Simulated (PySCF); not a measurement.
**C6H9ClSi: density, localisation and related maps**

```json
{"atom": "Cl", "x (Å)": "2.3727", "y (Å)": "1.8925", "z (Å)": "-0.1308"}
{"atom": "C", "x (Å)": "2.7099", "y (Å)": "0.1490", "z (Å)": "-0.0054"}
{"atom": "C", "x (Å)": "1.4984", "y (Å)": "-0.6447", "z (Å)": "-0.4372"}
{"atom": "Si", "x (Å)": "-0.0746", "y (Å)": "-0.0279", "z (Å)": "0.4550"}
{"atom": "C", "x (Å)": "-1.5303", "y (Å)": "-1.2149", "z (Å)": "0.2680"}
{"atom": "C", "x (Å)": "-2.5282", "y (Å)": "-0.5795", "z (Å)": "-0.3550"}
{"atom": "C", "x (Å)": "-2.2729", "y (Å)": "0.7975", "z (Å)": "-0.7508"}
{"atom": "C", "x (Å)": "-1.0669", "y (Å)": "1.2929", "z (Å)": "-0.4512"}
{"atom": "H", "x (Å)": "3.5850", "y (Å)": "-0.0486", "z (Å)": "-0.6262"}
{"atom": "H", "x (Å)": "2.9542", "y (Å)": "-0.0393", "z (Å)": "1.0398"}
{"atom": "H", "x (Å)": "1.6829", "y (Å)": "-1.6951", "z (Å)": "-0.2135"}
{"atom": "H", "x (Å)": "1.3727", "y (Å)": "-0.5621", "z (Å)": "-1.5166"}
{"atom": "H", "x (Å)": "0.2207", "y (Å)": "0.2978", "z (Å)": "1.8550"}
{"atom": "H", "x (Å)": "-1.6209", "y (Å)": "-2.2333", "z (Å)": "0.6053"}
{"atom": "H", "x (Å)": "-3.4871", "y (Å)": "-1.0261", "z (Å)": "-0.5799"}
{"atom": "H", "x (Å)": "-3.0458", "y (Å)": "1.3540", "z (Å)": "-1.2624"}
{"atom": "H", "x (Å)": "-0.7768", "y (Å)": "2.2999", "z (Å)": "-0.6957"}
```

Geometry: GFN2-xTB.

All numbers below come from PySCF, PBE0/pcSseg-1, SCF density, gas phase, non-relativistic.

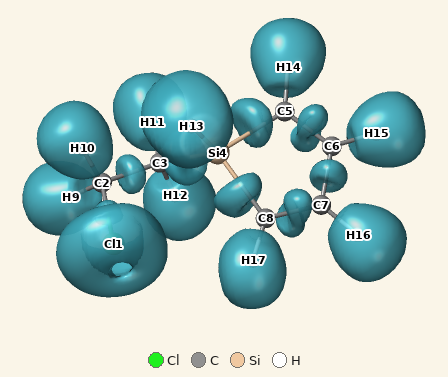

Figure 1. Isosurface of the ELF at 0.8 (cyan), seen at a tilt. Core shells and regions of very low density are left out.

### Describe the localisation domains.

The ELF exceeds this value in four regions between bonded C–C atoms (shared pairs), one region between bonded C–Cl atoms (shared pairs), three regions between bonded C–Si atoms (shared pairs), nine regions around hydrogen nuclei and one ring or bowl of non-bonding electrons around Cl. Profiles from the grid: C–C (1.34 Å): the ELF peaks at about 0.90 between the atoms: a multiple bond. C–Cl (1.78 Å): the ELF peaks at about 0.90 between the atoms; a covalent bond.

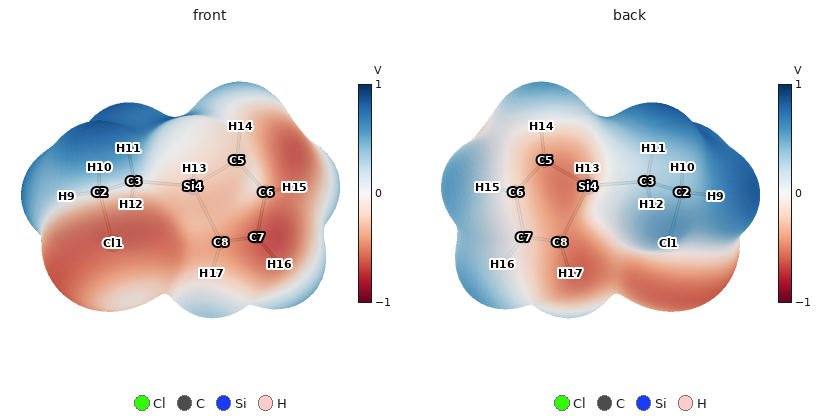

Figure 2. The electrostatic potential painted on the density surface at 0.001 e/bohr³, seen from the front and from behind; the colour scale runs from red (negative) to blue (positive).

### Which sites attract a positive test charge, and which a negative one?

A positive charge is drawn to the negative regions and a negative charge to the positive ones. The most negative region (about −0.7 V) lies over the C and Cl atoms, the most positive (about +0.8 V) over the C, H and Si atoms.

### How polar is the molecule by this calculation?

Its dipole moment is 1.99 D.

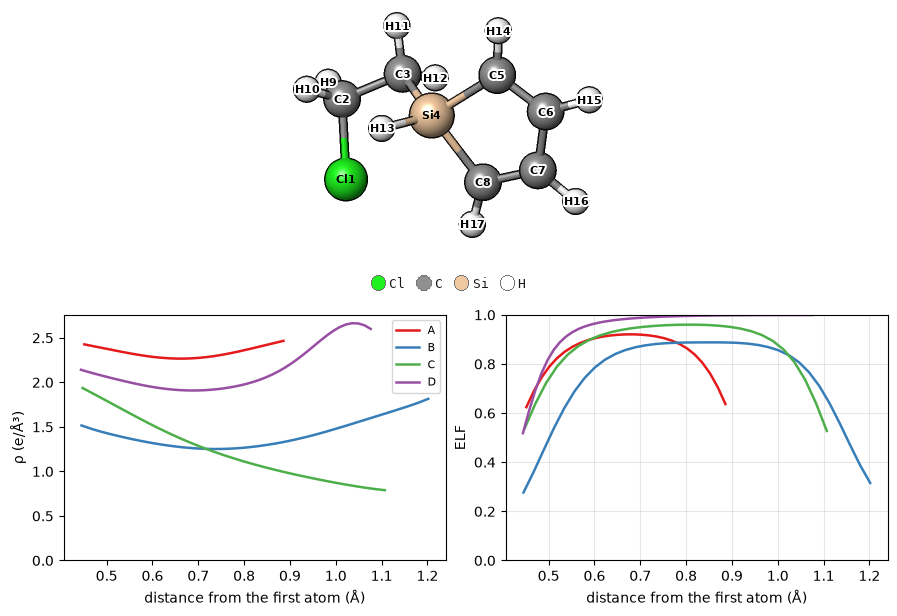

Figure 3. Electron density and ELF along straight lines between neighbouring atoms. The curves leave out the atomic cores. The structure is drawn too.

### Which curve belongs to which contact (C–C, C–Cl, C–H and C–Si)? The first atom named is at distance zero.

Curve A: C–C (1.34 Å): ρ is about 2.3 e/Å³ halfway; the ELF peaks at about 0.90 between the atoms; a short, multiple covalent bond. Curve B: C–Cl (1.78 Å): ρ at the midpoint is about 1.3 e/Å³; the ELF peaks at about 0.90 between the atoms: a shared electron pair. Curve C: C–Si (1.88 Å): ρ is about 0.93 e/Å³ halfway; the ELF peaks at about 0.95 between the atoms; a covalent bond. Curve D: C–H (1.08 Å): the density is about 2 e/Å³ at the midpoint; the ELF climbs to about 1 towards the hydrogen, as it does in any bond to H: an ordinary covalent bond to hydrogen.
